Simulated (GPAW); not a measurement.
Consider SrNbO3 (Pm-3m).

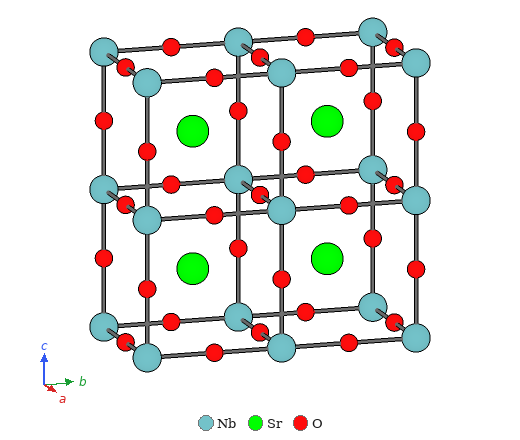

The structure (niobium teal, strontium green, oxygen red). 1×2×2 cells are drawn. Some periodic images of atoms are drawn too.

```xyz
5
Lattice="4.0697 0.0000 0.0000 0.0000 4.0697 0.0000 0.0000 0.0000 4.0697" Properties=species:S:1:pos:R:3 pbc="T T T"
Nb    0.0000    0.0000    0.0000
Sr    2.0348    2.0348    2.0348
O     2.0348    0.0000    0.0000
O     0.0000    0.0000    2.0348
O     0.0000    2.0348    0.0000
```

Absorber: atom 1, with 6 O at 2.03 Å (octahedral, site symmetry m-3m). Method: GPAW, LDA, excited-electron core hole (neutral cell), 20-atom cell with 7.0 Å between holes, 4×4×4 k points, dipole transitions, Gaussian full width 1.66 eV up to 4 eV, rising linearly to 3.5 eV at 25 eV.

**Question.** What does the Nb L₃ edge look like?

Main maxima up to 30 eV above the zero (height): 1.0 eV (3.01), 3.0 eV (3.15) and 18.2 eV (0.55). At an L edge the dipole rule selects empty d (and weakly s) states on the absorber, and the strong line at the onset measures the empty part of its d band. 

The Nb L₃ spectrum (energy from the lowest empty level; intensity scaled to a mean of 1 over the first 20 eV):

| E (eV) | intensity |
| --- | --- |
| -2.0 | 0.01 |
| -0.5 | 0.78 |
| 1.0 | 3.01 |
| 2.5 | 2.95 |
| 4.0 | 2.45 |
| 5.5 | 1.21 |
| 7.0 | 0.77 |
| 8.5 | 0.19 |
| 10.0 | 0.15 |
| 11.5 | 0.27 |
| 13.0 | 0.30 |
| 14.5 | 0.36 |
| 16.0 | 0.43 |
| 17.5 | 0.54 |
| 19.0 | 0.53 |
| 20.5 | 0.40 |
| 22.0 | 0.27 |
| 23.5 | 0.25 |
| 25.0 | 0.32 |
| 26.5 | 0.44 |
| 28.0 | 0.50 |
| 29.5 | 0.50 |
| 31.0 | 0.54 |

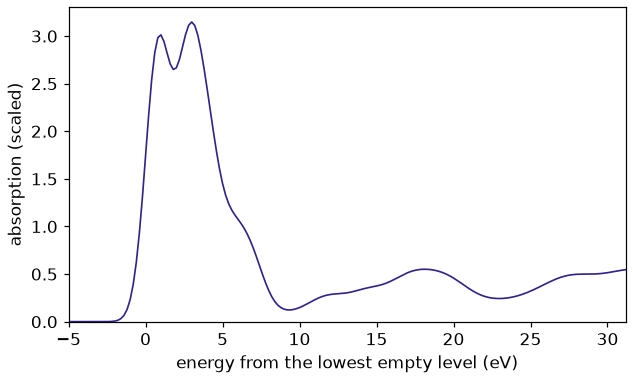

The Nb L₃ edge.

Only the L₃ part is meant: spin–orbit coupling of the core level isn't computed and the L₂ copy isn't added. The script folds with a Gaussian, whereas the core hole's own line is a Lorentzian, so the onset is too steep and the first peak too high. The primitive cell holds an odd number of electrons, so a spin-paired run has to come out metallic; that is right for a metal, but some such compounds are magnetic or distorted insulators. Lifetime broadening is put in by hand, and intensities beyond about 20 eV depend on it and on the partial waves; weight that the partial waves miss at high energy is lost. The structure is a computed Materials Project entry and may be a hypothetical form.

[Banner, clock and machine lines of the logs are left out without a mark of their own.]

[Logs are printed without paths, hosts, clocks, repeated set-up lines and the standing remarks that a program may print on its own settings, such as how far it seeks lower states.]

[Hosts, paths, dates, database ids (printed as entryN), source tags and the programs' standing remarks are cut or masked in the printed files.]

[Lists of maxima count a maximum above −3 eV only where it reaches 4 % of the highest in the window and stands out from its surroundings by 2 % of it (1.5 % where it reaches 55 %); shoulders and weaker maxima are passed over, and of the rest the first, up to two pre-edge ones and the few strongest are named.]
